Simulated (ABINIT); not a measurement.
# GaAs (F-43m): G0W0 in ABINIT against the bands in the self-energy

Aim: move the bands in the self-energy of a G0W0 run on GaAs (F-43m) over a wide range.

Method: PBE and many-body steps on it, plane waves, in ABINIT 10.8.3.

## 1. The starting structure

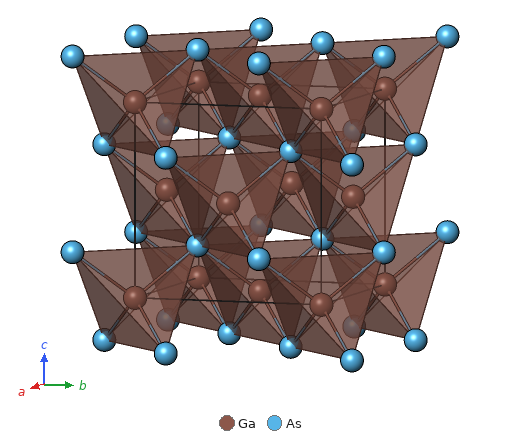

Start, viewed slightly off an axis; gallium brown, arsenic blue. This picture shows the conventional cell, with its axes. Some periodic images of atoms are drawn too.

Structure file:

```cif
data_structure
_symmetry_space_group_name_H-M 'F-43m'
_symmetry_Int_Tables_number 216
_cell_length_a 5.6537
_cell_length_b 5.6537
_cell_length_c 5.6537
_cell_angle_alpha 90.000
_cell_angle_beta 90.000
_cell_angle_gamma 90.000
_cell_volume 180.72
loop_
_atom_site_label
_atom_site_type_symbol
_atom_site_symmetry_multiplicity
_atom_site_Wyckoff_symbol
_atom_site_fract_x
_atom_site_fract_y
_atom_site_fract_z
_atom_site_occupancy
Ga1 Ga 4 a 0.00000 0.00000 0.00000 1
As1 As 4 d 0.25000 0.25000 0.75000 1
```

The cell and positions come from the Crystallography Open Database and are kept as given unless a step says otherwise.

## 2. Screening, 4×4×4 mesh, 304 bands, screening to 272.1 eV

This step: ABINIT 10.8.3; RPA screening on PBE, plane waves, norm-conserving pseudopotentials.

The RPA dielectric matrix is built and inverted for each q.

run.abi reads:

```
acell 3*1.0 Angstrom
rprim 
  0.000000000000 2.826850000000 2.826850000000
  2.826850000000 0.000000000000 2.826850000000
  2.826850000000 2.826850000000 -0.000000000000
ntypat 2
znucl 31 33
natom 2
typat 1 2
xred 
  0.000000000000 0.000000000000 0.000000000000
  0.250000000000 0.250000000000 0.250000000000
pp_dirpath "pseudos"
pseudos "Ga.upf, As.upf"
ecut 38
ngkpt 4 4 4
nshiftk 1
shiftk 0 0 0
kptopt 1
chksymbreak 0
istwfk *1
occopt 1
irdwfk 1
optdriver 3
nband 304
ecuteps 10
inclvkb 2
awtr 1
symchi 1
indata_prefix "in"
outdata_prefix "out"
tmpdata_prefix "tmp"
```

Launch:

```bash
$ OMP_NUM_THREADS=1 mpirun -n 8 abinit run.abi > log
```

What it wrote:

```text
.Version 10.8.3 of ABINIT. v10.8.2 released Aug 2026.

 Symmetries : space group F-4 3 m (#216); Bravais cF (face-center cubic)
[... echo of the input left out ...]
== DATASET  1 ==================================================================
-   mpi_nproc: 8, omp_nthreads: 1 (-1 if OMP is not activated)

--- !DatasetInfo
iteration_state: {dtset: 1, }
dimensions: {natom: 2, nkpt: 8, mband: 304, nsppol: 1, nspinor: 1, nspden: 1, mpw: 3479, }
cutoff_energies: {ecut:  38.0, pawecutdg:  -1.0, }
electrons: {nelect:   2.80000000E+01, charge:   0.00000000E+00, occopt:   1.00000000E+00, tsmear:   1.00000000E-02, }

 SCREENING: Calculation of the susceptibility and dielectric matrices

 Based on a program developped by R.W. Godby, V. Olevano, G. Onida, and L. Reining.
 Incorporated in ABINIT by V. Olevano, G.-M. Rignanese, and M. Torrent.
.Using double precision arithmetic ; gwpc =  8

[... cell and pseudopotentials left out ...]
--------------------------------------------------------------------------------

 ==== K-mesh for the wavefunctions ====
 Number of points in the irreducible wedge :     8
[... list of points left out ...]
 Together with 24 symmetry operations and time-reversal symmetry
 yields    64 points in the full Brillouin Zone.

 ==== Q-mesh for the screening function ====
 Number of points in the irreducible wedge :     8
[... list of points left out ...]
 Together with 24 symmetry operations and time-reversal symmetry
 yields    64 points in the full Brillouin Zone.

 setmesh: FFT mesh size selected  =    32x   32x   32
          total number of points  =        32768

 vcoul_init : cutoff-mode = AUXILIARY_FUNCTION
 q-points for optical limit:   1
     1)      0.000010    0.000020    0.000030

- screening: taking advantage of time-reversal symmetry
- Maximum band index for partially occupied states nbvw = 14
- Remaining bands to be divided among processors   nbcw = 290
- Number of bands treated by each node ~36

 Number of electrons calculated from density =   28.0000; Expected =   28.0000
 average of density, n =  0.091838
 r_s =    1.3750
 omega_plasma =   29.2326 [eV]

 calculating chi0 at frequencies [eV] :
  1    0.000000E+00    0.000000E+00
  2    0.000000E+00    2.923258E+01

--------------------------------------------------------------------------------
  q-point number  1        q = ( 0.000000, 0.000000, 0.000000) [r.l.u.]
--------------------------------------------------------------------------------
[... chi0 elements left out ...]
 For q-point:  0.000010 0.000020 0.000030
  dielectric constant = 139.5571
  dielectric constant without local fields = 147.8650

  Average fulfillment of the sum rule on Im[epsilon] for q-point    1 :    114.89  [%]
[... wings left out ...]
  q-point number  2        q = ( 0.250000, 0.000000, 0.000000) [r.l.u.]
--------------------------------------------------------------------------------
[... chi0 elements left out ...]
  Average fulfillment of the sum rule on Im[epsilon] for q-point    2 :    137.46  [%]

 [... 6 further q-points ...]
```

It took 2.2 min on 8 MPI ranks of Intel Xeon Platinum 8259CL at 2.50GHz (Skylake/Cascade Lake), shared host; peak memory 2.7 GiB.

Numbers from this step:

```
ε∞ with local fields, on this mesh, along the program's q direction : 139.6
the same without local fields                                       : 147.9
plasma frequency                                                    : 29.23 eV
plane waves in the screening matrix                                 : 459
```

Local fields lower ε∞ by 6 %. The value itself is an artefact of the mesh, where one narrow direct gap carries too much weight.

## 3. 22 bands

This step: G0W0 on PBE, plane waves, norm-conserving pseudopotentials.

Changes to run.abi since step 2:

```diff
@@ -23,8 +23,15 @@
 irdwfk 1
-optdriver 3
-nband 304
+optdriver 4
+nband 22
+gwcalctyp 0
+ecutsigx 38
+symsigma 1
+nkptgw 1
+kptgw 
+  0.0000000000 0.0000000000 0.0000000000
+bdgw 
+  12 18
 ecuteps 10
-inclvkb 2
-awtr 1
-symchi 1
+irdscr 1
+ppmodel 1
 indata_prefix "in"
```

What it wrote:

```text
.Version 10.8.3 of ABINIT. v10.8.2 released Aug 2026.

 Symmetries : space group F-4 3 m (#216); Bravais cF (face-center cubic)
[... echo of the input left out ...]
== DATASET  1 ==================================================================
-   mpi_nproc: 8, omp_nthreads: 1 (-1 if OMP is not activated)

--- !DatasetInfo
iteration_state: {dtset: 1, }
dimensions: {natom: 2, nkpt: 8, mband: 22, nsppol: 1, nspinor: 1, nspden: 1, mpw: 3479, }
cutoff_energies: {ecut:  38.0, pawecutdg:  -1.0, }
electrons: {nelect:   2.80000000E+01, charge:   0.00000000E+00, occopt:   1.00000000E+00, tsmear:   1.00000000E-02, }

 SIGMA: Calculation of the GW corrections

 Based on a program developped by R.W. Godby, V. Olevano, G. Onida, and L. Reining.
 Incorporated in ABINIT by V. Olevano, G.-M. Rignanese, and M. Torrent.
.Using double precision arithmetic ; gwpc =  8

[... cell and pseudopotentials left out ...]
--------------------------------------------------------------------------------

 ==== K-mesh for the wavefunctions ====
 Number of points in the irreducible wedge :     8
[... list of points left out ...]
 Together with 24 symmetry operations and time-reversal symmetry
 yields    64 points in the full Brillouin Zone.

 ==== Q-mesh for screening function ====
 Number of points in the irreducible wedge :     8
[... list of points left out ...]
 Together with 24 symmetry operations and time-reversal symmetry
 yields    64 points in the full Brillouin Zone.

 vcoul_init : cutoff-mode = AUXILIARY_FUNCTION
 q-points for optical limit:   1
     1)      0.000010    0.000020    0.000030
 setmesh: FFT mesh size selected  =    45x   45x   45
          total number of points  =        91125

 Number of electrons calculated from density =   28.0000; Expected =   28.0000
 average of density, n =  0.091838
 r_s =    1.3750
 omega_plasma =   29.2326 [eV]

 === KS Band Gaps ===
  >>>> For spin  1
   Minimum direct gap =   0.5137 [eV], located at k-point      :   0.0000  0.0000  0.0000
   Fundamental gap    =   0.5137 [eV], Top of valence bands at :   0.0000  0.0000  0.0000
                                       Bottom of conduction at :   0.0000  0.0000  0.0000
 SIGMA fundamental parameters:
 PLASMON POLE MODEL  1
 number of plane-waves for SigmaX                 3479
 number of plane-waves for SigmaC and W            459
 number of plane-waves for wavefunctions          3479
 number of bands                                    22
 number of independent spin polarizations            1
 number of spinorial components                      1
 number of k-points in IBZ                           8
 number of q-points in IBZ                           8
 number of symmetry operations                      24
 number of k-points in BZ                           64
 number of q-points in BZ                           64
 number of frequencies for dSigma/dE                 9
 frequency step for dSigma/dE [eV]                0.25
 number of omega for Sigma on real axis              0
 max omega for Sigma on real axis  [eV]           0.00
 zcut for avoiding poles [eV]                     0.10

 EPSILON^-1 parameters (SCR file):
 dimension of the eps^-1 matrix on file            459
 dimension of the eps^-1 matrix used               459
 number of plane-waves for wavefunctions          3479
 number of bands                                   304
 number of q-points in IBZ                           8
 number of frequencies                               2
 number of real frequencies                          1
 number of imag frequencies                          1

 matrix elements of self-energy operator (all in [eV])

 Perturbative Calculation

--- !SelfEnergy_ee
iteration_state: {dtset: 1, }
kpoint     : [   0.000,    0.000,    0.000, ]
spin       : 1
KS_gap     :    0.514
QP_gap     :    1.083
Delta_QP_KS:    0.569
data: !SigmaeeData |
     Band     E0 <VxcDFT>   SigX SigC(E0)      Z dSigC/dE  Sig(E)    E-E0       E
       12   4.024 -13.358 -15.769   2.886   0.812  -0.231 -12.972   0.387   4.410
       13   4.024 -13.358 -15.769   2.886   0.812  -0.231 -12.972   0.387   4.410
       14   4.024 -13.358 -15.769   2.886   0.812  -0.231 -12.972   0.387   4.410
       15   4.538 -13.901 -10.298  -2.425   0.812  -0.232 -12.945   0.955   5.493
       16   7.763 -10.841  -6.854  -2.651   0.820  -0.220  -9.746   1.095   8.858
       17   7.763 -10.841  -6.854  -2.651   0.820  -0.220  -9.746   1.095   8.858
       18   7.763 -10.841  -6.854  -2.651   0.820  -0.220  -9.746   1.095   8.858

== END DATASET(S) ==============================================================
================================================================================

 -outvars: echo values of variables after computation  --------
           etotal      0.0000000000E+00
            nband          22
             nkpt           8
          spgroup         216
 [... the other variables as echoed above ...]

 Calculation completed.
```

The job ended after 5.9 s (8 MPI ranks; peak memory 0.9 GiB).

Numbers from this step:

| Property | Result |
| --- | --- |
| G0W0 gap on the points computed | 1.083 eV |
| starting gap on the mesh | 0.5137 eV |
| k of the valence top | 0, 0, 0 |
| k of the conduction bottom | 0, 0, 0 |
| Z at the valence top | 0.812 |
| Z at the conduction bottom | 0.812 |
| least direct G0W0 gap on the computed points | 1.083 eV |

## 4. 23 bands

Changes to run.abi since step 3:

```diff
@@ -24,3 +24,3 @@
 optdriver 4
-nband 22
+nband 23
 gwcalctyp 0
```

What it wrote:

```text
.Version 10.8.3 of ABINIT. v10.8.2 released Aug 2026.

 Symmetries : space group F-4 3 m (#216); Bravais cF (face-center cubic)
[... echo of the input left out ...]
== DATASET  1 ==================================================================
-   mpi_nproc: 8, omp_nthreads: 1 (-1 if OMP is not activated)

--- !DatasetInfo
iteration_state: {dtset: 1, }
dimensions: {natom: 2, nkpt: 8, mband: 23, nsppol: 1, nspinor: 1, nspden: 1, mpw: 3479, }
cutoff_energies: {ecut:  38.0, pawecutdg:  -1.0, }
electrons: {nelect:   2.80000000E+01, charge:   0.00000000E+00, occopt:   1.00000000E+00, tsmear:   1.00000000E-02, }

 SIGMA: Calculation of the GW corrections

 Based on a program developped by R.W. Godby, V. Olevano, G. Onida, and L. Reining.
 Incorporated in ABINIT by V. Olevano, G.-M. Rignanese, and M. Torrent.
.Using double precision arithmetic ; gwpc =  8

[... cell and pseudopotentials left out ...]
--------------------------------------------------------------------------------

 ==== K-mesh for the wavefunctions ====
 Number of points in the irreducible wedge :     8
[... list of points left out ...]
 Together with 24 symmetry operations and time-reversal symmetry
 yields    64 points in the full Brillouin Zone.

 ==== Q-mesh for screening function ====
 Number of points in the irreducible wedge :     8
[... list of points left out ...]
 Together with 24 symmetry operations and time-reversal symmetry
 yields    64 points in the full Brillouin Zone.

 vcoul_init : cutoff-mode = AUXILIARY_FUNCTION
 q-points for optical limit:   1
     1)      0.000010    0.000020    0.000030
 setmesh: FFT mesh size selected  =    45x   45x   45
          total number of points  =        91125

 Number of electrons calculated from density =   28.0000; Expected =   28.0000
[...]
number of q-points in BZ                           64
 number of frequencies for dSigma/dE                 9
 frequency step for dSigma/dE [eV]                0.25
 number of omega for Sigma on real axis              0
 max omega for Sigma on real axis  [eV]           0.00
 zcut for avoiding poles [eV]                     0.10

 EPSILON^-1 parameters (SCR file):
 dimension of the eps^-1 matrix on file            459
 dimension of the eps^-1 matrix used               459
 number of plane-waves for wavefunctions          3479
 number of bands                                   304
 number of q-points in IBZ                           8
 number of frequencies                               2
 number of real frequencies                          1
 number of imag frequencies                          1

 matrix elements of self-energy operator (all in [eV])

 Perturbative Calculation

--- !SelfEnergy_ee
iteration_state: {dtset: 1, }
kpoint     : [   0.000,    0.000,    0.000, ]
spin       : 1
KS_gap     :    0.514
QP_gap     :    1.131
Delta_QP_KS:    0.617
data: !SigmaeeData |
     Band     E0 <VxcDFT>   SigX SigC(E0)      Z dSigC/dE  Sig(E)    E-E0       E
       12   4.024 -13.358 -15.769   2.768   0.810  -0.234 -13.069   0.290   4.313
       13   4.024 -13.358 -15.769   2.768   0.810  -0.234 -13.069   0.290   4.313
       14   4.024 -13.358 -15.769   2.768   0.810  -0.234 -13.069   0.290   4.313
       15   4.538 -13.901 -10.298  -2.484   0.811  -0.233 -12.994   0.906   5.444
       16   7.763 -10.841  -6.854  -2.789   0.817  -0.224  -9.862   0.979   8.741
       17   7.763 -10.841  -6.854  -2.789   0.817  -0.224  -9.862   0.979   8.741
       18   7.763 -10.841  -6.854  -2.789   0.817  -0.224  -9.862   0.979   8.741

== END DATASET(S) ==============================================================
================================================================================

 -outvars: echo values of variables after computation  --------
           etotal      0.0000000000E+00
            nband          23
             nkpt           8
          spgroup         216
 [... the other variables as echoed above ...]

 Calculation completed.
```

The job ended after 6 s (8 MPI ranks; peak memory 0.79 GiB; 46 s of CPU time).

Numbers from this step:

* G0W0 gap on the points computed: 1.131 eV
* starting gap on the mesh: 0.5137 eV
* k of the valence top: 0, 0, 0
* k of the conduction bottom: 0, 0, 0
* Z at the valence top: 0.81
* Z at the conduction bottom: 0.811
* least direct G0W0 gap on the computed points: 1.131 eV

## 5. 39 bands

Changes to run.abi since step 4:

```diff
@@ -24,3 +24,3 @@
 optdriver 4
-nband 23
+nband 39
 gwcalctyp 0
```

What it wrote:

```text
.Version 10.8.3 of ABINIT. v10.8.2 released Aug 2026.

 Symmetries : space group F-4 3 m (#216); Bravais cF (face-center cubic)
[... echo of the input left out ...]
== DATASET  1 ==================================================================
-   mpi_nproc: 8, omp_nthreads: 1 (-1 if OMP is not activated)

--- !DatasetInfo
iteration_state: {dtset: 1, }
dimensions: {natom: 2, nkpt: 8, mband: 39, nsppol: 1, nspinor: 1, nspden: 1, mpw: 3479, }
cutoff_energies: {ecut:  38.0, pawecutdg:  -1.0, }
electrons: {nelect:   2.80000000E+01, charge:   0.00000000E+00, occopt:   1.00000000E+00, tsmear:   1.00000000E-02, }

 SIGMA: Calculation of the GW corrections

 Based on a program developped by R.W. Godby, V. Olevano, G. Onida, and L. Reining.
 Incorporated in ABINIT by V. Olevano, G.-M. Rignanese, and M. Torrent.
.Using double precision arithmetic ; gwpc =  8

[... cell and pseudopotentials left out ...]
--------------------------------------------------------------------------------

 ==== K-mesh for the wavefunctions ====
 Number of points in the irreducible wedge :     8
[... list of points left out ...]
 Together with 24 symmetry operations and time-reversal symmetry
 yields    64 points in the full Brillouin Zone.

 ==== Q-mesh for screening function ====
 Number of points in the irreducible wedge :     8
[... list of points left out ...]
 Together with 24 symmetry operations and time-reversal symmetry
 yields    64 points in the full Brillouin Zone.

 vcoul_init : cutoff-mode = AUXILIARY_FUNCTION
 q-points for optical limit:   1
     1)      0.000010    0.000020    0.000030
 setmesh: FFT mesh size selected  =    45x   45x   45
          total number of points  =        91125

 Number of electrons calculated from density =   28.0000; Expected =   28.0000
[...]
number of q-points in BZ                           64
 number of frequencies for dSigma/dE                 9
 frequency step for dSigma/dE [eV]                0.25
 number of omega for Sigma on real axis              0
 max omega for Sigma on real axis  [eV]           0.00
 zcut for avoiding poles [eV]                     0.10

 EPSILON^-1 parameters (SCR file):
 dimension of the eps^-1 matrix on file            459
 dimension of the eps^-1 matrix used               459
 number of plane-waves for wavefunctions          3479
 number of bands                                   304
 number of q-points in IBZ                           8
 number of frequencies                               2
 number of real frequencies                          1
 number of imag frequencies                          1

 matrix elements of self-energy operator (all in [eV])

 Perturbative Calculation

--- !SelfEnergy_ee
iteration_state: {dtset: 1, }
kpoint     : [   0.000,    0.000,    0.000, ]
spin       : 1
KS_gap     :    0.514
QP_gap     :    1.154
Delta_QP_KS:    0.640
data: !SigmaeeData |
     Band     E0 <VxcDFT>   SigX SigC(E0)      Z dSigC/dE  Sig(E)    E-E0       E
       12   4.024 -13.358 -15.769   1.973   0.801  -0.249 -13.709  -0.350   3.673
       13   4.024 -13.358 -15.769   1.973   0.801  -0.249 -13.709  -0.350   3.673
       14   4.024 -13.358 -15.769   1.973   0.801  -0.249 -13.709  -0.350   3.673
       15   4.538 -13.901 -10.298  -3.241   0.802  -0.248 -13.611   0.290   4.827
       16   7.763 -10.841  -6.854  -3.650   0.804  -0.243 -10.570   0.271   8.034
       17   7.763 -10.841  -6.854  -3.650   0.804  -0.243 -10.570   0.271   8.034
       18   7.763 -10.841  -6.854  -3.650   0.804  -0.243 -10.570   0.271   8.034

== END DATASET(S) ==============================================================
================================================================================

 -outvars: echo values of variables after computation  --------
           etotal      0.0000000000E+00
            nband          39
             nkpt           8
          spgroup         216
 [... the other variables as echoed above ...]

 Calculation completed.
```

Wall time 7.3 s (8 MPI ranks); peak memory 1.7 GiB; 56 s of CPU time.

Numbers from this step:

```
G0W0 gap on the points computed              : 1.154 eV
starting gap on the mesh                     : 0.5137 eV
k of the valence top                         : 0, 0, 0
k of the conduction bottom                   : 0, 0, 0
Z at the valence top                         : 0.801
Z at the conduction bottom                   : 0.802
least direct G0W0 gap on the computed points : 1.154 eV
```

[end of part 1 of 2]

[Paths, hosts, dates, memory and timing lines, banners, echoed tables and standing remarks are left out of the program output.]

[Logs are printed without paths, hosts, clocks, repeated set-up lines and the standing remarks that a program may print on its own settings, such as how far it seeks lower states.]

[Runs of the session that timed out or met a known fault of the program may be left out.]

[Hosts, paths, dates, database ids (printed as entryN), source tags and the programs' standing remarks are cut or masked in the printed files.]

[G0W0 gaps are taken among the corrected bands and points alone; a level outside them can change the order at an edge.]

[Where Ansatz stands beside ABINIT at settings called matched, ABINIT's density can come from a denser mesh and the files from another edition; pairs whose starting gaps differed by over 0.03 eV were left out, so agreement reads better than it is.]
